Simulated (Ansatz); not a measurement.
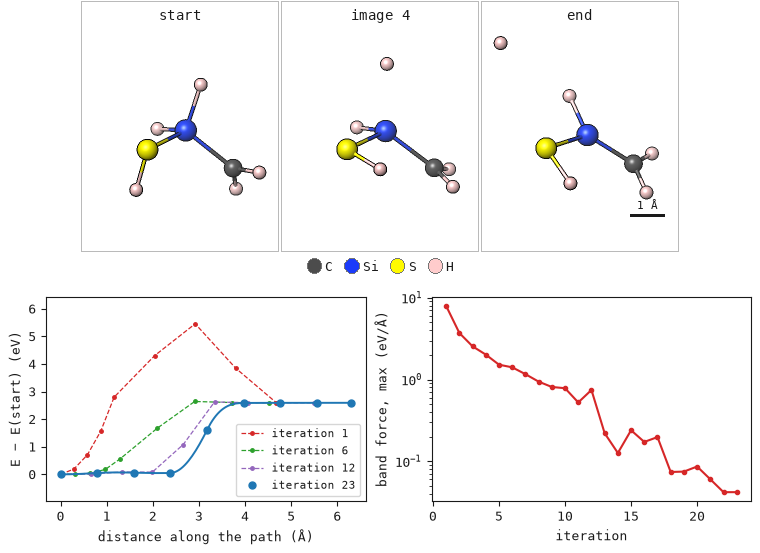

NEB run on CH₅SSi (multiplicity 2). Images are numbered from 0 (start) to 8 (end). The plot follows the band through its iterations. A ball-and-stick model, seen from a free direction.

The calculation used UKS PBE0/def2-SVP in Ansatz. Set-up: 7 movable images; climbing image; force threshold 0.05 eV/Å; iteration limit 60; starting path through a guess of the saddle point.

How did the profile develop, and is the result final?

The run is converged, with reservations. The band converged in 23 iterations. The largest component of the band force went from 7.9 to 0.042 eV/Å. The first iteration put the highest image at 5.46 eV. No barrier shows: the energy is highest at the end, and the end lies 2.59 eV above the start.

The run took 4.9 min on 2 threads of Arm Neoverse V2, with other jobs on the host, peak memory 0.2 GiB.
